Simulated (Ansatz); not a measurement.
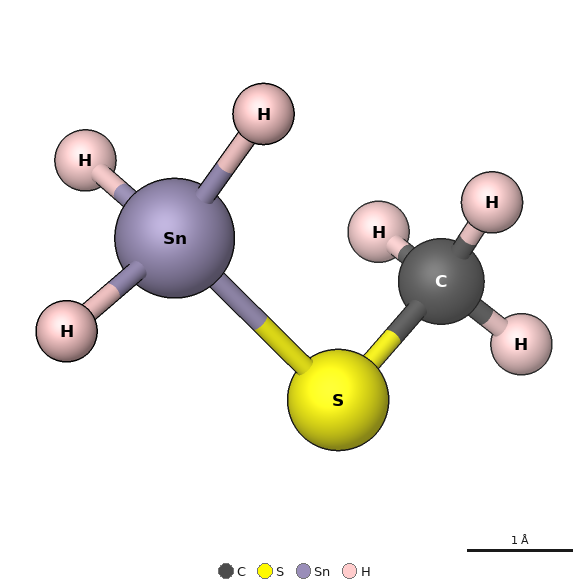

The picture shows a molecular structure as a ball-and-stick model.

What is the molecular formula?

CH6SSn, 9 atoms: 1 carbon, 6 hydrogen, 1 sulfur and 1 tin.

How many sets of symmetry-equivalent atoms are there?

7: 1 C, 1 S, 1 Sn, 1 H, 2 H, 2 H, 1 H.

Which point group does it belong to?

Cs.

Count the bonded pairs by element.

3 C–H, 3 Sn–H, 1 C–S, 1 S–Sn.

What is its SMILES?

C[S][SnH3]

The parts below concern this one geometry. Atoms keep their numbers from picture to picture. The geometry was computed by an optimisation with PBE0-D4/def2-TZVP.

### Shape

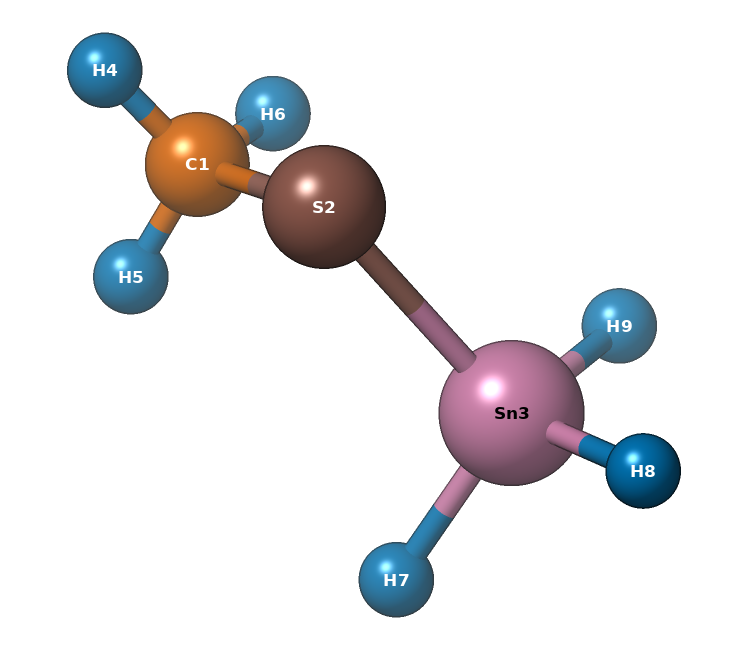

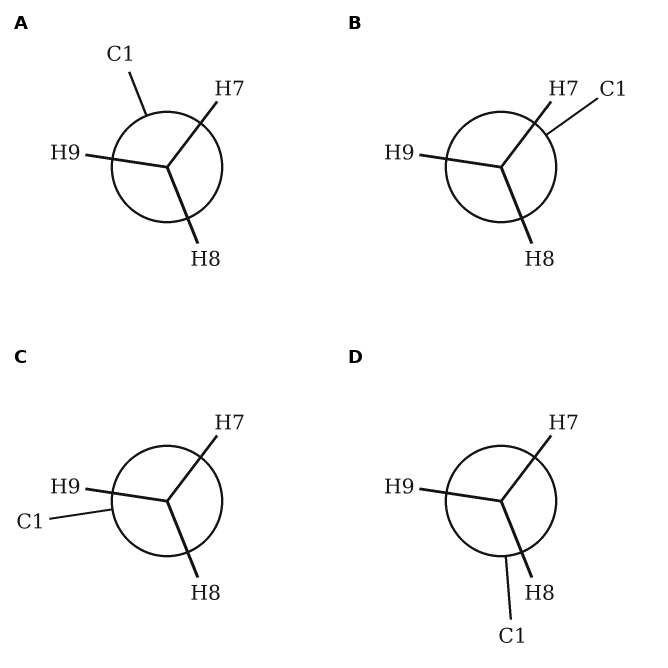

Atoms fade into the background with distance from the viewer. Bonds that would overlap in a projection are set slightly apart.

Which Newman projection shows the view along Sn3–S2, with Sn3 in front?

A. The torsion angle H7–Sn3–S2–C1 is −59°, synclinal (gauche).

### Dipole moment

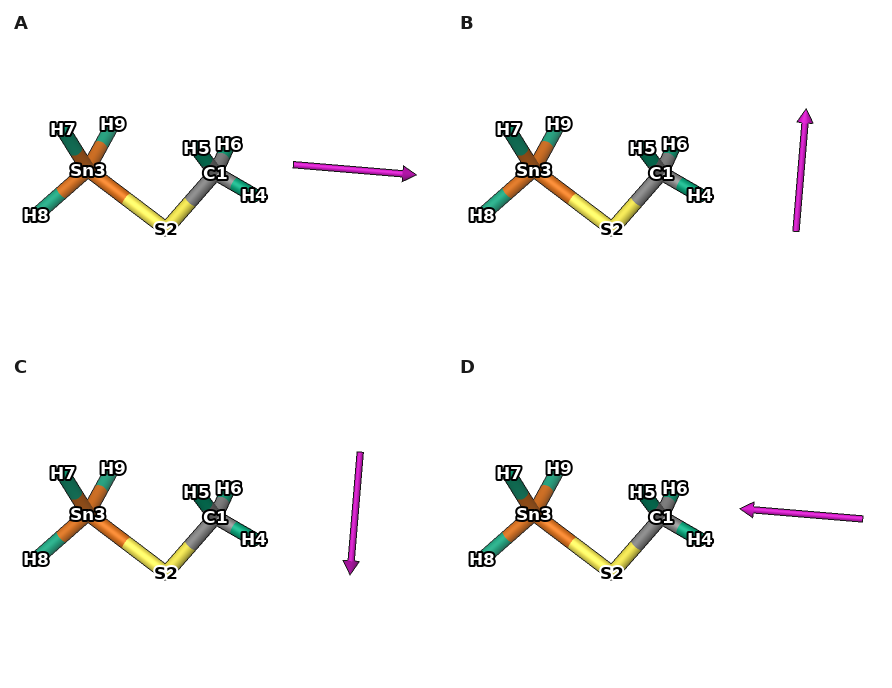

The same molecule four times, each with an arrow. Method: RKS r2SCAN-D4/def2-TZVPP, core potentials on Sn (Ansatz 0.2.0).

Which arrow points along the dipole moment, from the negative to the positive end?

B. The dipole moment is 1.49 D; it points from the side of S2, H8 to the side of H5, H6, H7, H9 (the outermost atoms at the two ends).

### Vibrations

Harmonic vibrations computed with RKS PBE0-D4/def2-TZVP, core potentials on Sn (Ansatz 0.2.0) at a stationary point of the same level.

How many vibrational modes are there, and where do they lie?

21 modes: 74, 143, 147, 360, 462, 463, 682, 705, 722, 728, 969, 981, 1349, 1469, 1476, 1932, 1935, 1969, 3058, 3145, 3152 cm⁻¹.

### Charges

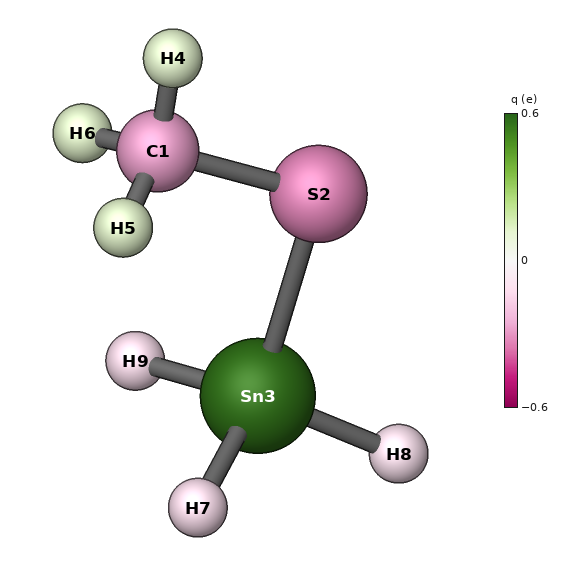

Atoms are coloured by their Mulliken charges. Level of theory: RKS PBE-D4/def2-TZVPP, core potentials on Sn (Ansatz 0.2.0).

Give the Mulliken charges atom by atom.

```csv
atom,value (e)
C1,−0.28
S2,−0.33
Sn3,0.56
H4,0.12
H5,0.13
H6,0.13
H7,−0.11
H8,−0.10
H9,−0.11
```

### Thermal motion

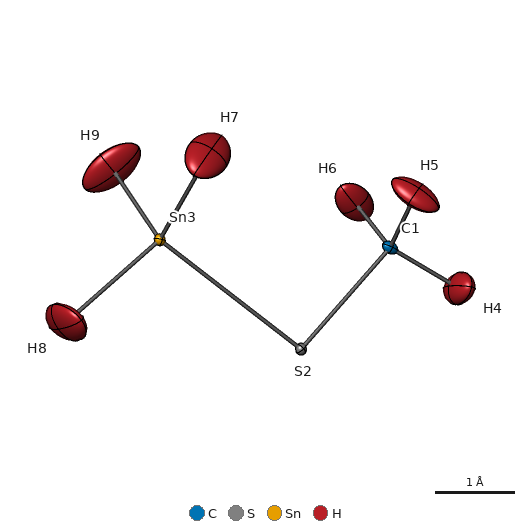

Displacement ellipsoids at the 50 % level, from the internal vibrations of the free molecule (harmonic, no overall translation or rotation; no half-axis is drawn under 0.075 Å). Vibrations computed with RKS PBE0-D4/def2-TZVP, core potentials on Sn (Ansatz 0.2.0). Temperature: 0 K (zero-point motion alone).

Which atom moves most?

H8, with U_eq = 0.0404 Å².

Does H8 move more along its bond or across it?

Across it: the root-mean-square amplitude is 0.092 Å along the bond and up to 0.282 Å across, since bending and torsion are softer than stretching.

Give the displacement parameters, one line for each set of equivalent atoms.

| atom | U_eq (Å²) | rms amplitudes (Å) |
| --- | --- | --- |
| C1 | 0.0027 | 0.035, 0.042, 0.072 |
| S2 | 0.00080 | 0.024, 0.026, 0.034 |
| Sn3 | 0.00007 | 0.004, 0.005, 0.013 |
| H4 | 0.0268 | 0.096, 0.134, 0.231 |
| H5, H6 | 0.0249 | 0.081, 0.135, 0.223 |
| H7, H9 | 0.0389 | 0.093, 0.176, 0.277 |
| H8 | 0.0404 | 0.092, 0.182, 0.282 |

Mulliken values depend strongly on the basis set and can even reverse the polarity of a bond.
